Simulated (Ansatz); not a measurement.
Relaxed TiSi2 (C49 type, space group Cmcm):

```
CELL_PARAMETERS angstrom
      1.77307    -6.78170     0.00000
      1.77307     6.78170     0.00000
      0.00000     0.00000     3.57984
ATOMIC_POSITIONS crystal
  Si 0.94083 0.05917 0.75000
  Si 0.05917 0.94083 0.25000
  Si 0.25028 0.74972 0.75000
  Si 0.74972 0.25028 0.25000
  Ti 0.60319 0.39681 0.75000
  Ti 0.39681 0.60319 0.25000
```

In this cell atom 2 (Si, nearest neighbour Si at 2.404 Å; its periodic images, 3.5 Å or more away, move with it) is moved by s towards the nearest neighbour, unit vector (0.000, 0.668, -0.744); all other atoms and the cell stay fixed.

Level of theory: PBE (plane waves to 420 eV, PAW, scalar-relativistic; Ansatz, a program for electronic structure). k mesh 11×11×11 (Γ-centred), Fermi-Dirac smearing 0.05 eV. The energy includes the smearing's −TS. With partly filled bands, energies and forces of such displacements shift with the k mesh and the smearing. This is one of several known forms of TiSi2; the measured ambient cells at hand have space group No. 70. TiSi2 is run without spin polarisation. TiSi2 was relaxed with its symmetry unable to fall. The zero of ΔE is the undisplaced structure.

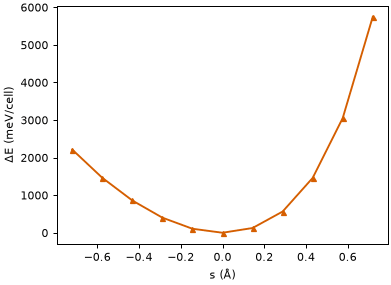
ΔE (meV/cell) against s (Å); one marker a computed point.

Task: Is the energy the same for displacements of ±0.720 Å, and if not, which side lies higher?

Result: Not even: the positive side lies higher at ±0.720 Å.

Task: What is the energy change at s = 0.720 Å?

Result: About 5700 meV/cell.

(A displaced cell: forces are minus the slopes of the energy, force constants its curvatures, and phonons follow from these.)
